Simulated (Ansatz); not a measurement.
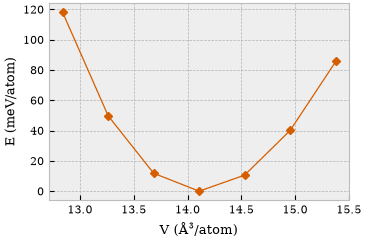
SiMo₃ (A15 (Cr3Si type), Pm-3n) under volume change, DFT-LDA in the program Ansatz with PAW potentials, scaled uniformly.

### Question
What does a third-order Birch–Murnaghan fit give for V₀, B₀ and B′?

### Answer
V₀ = 14.11 Å³/atom, B₀ = 279 GPa, B′ = 4.3.

The cell was relaxed with LDA under the symmetry of its start; of distortions, only those at the zone centre were tested. The run is not spin-polarised.

Potentials: the later of the program's two PAW sets.
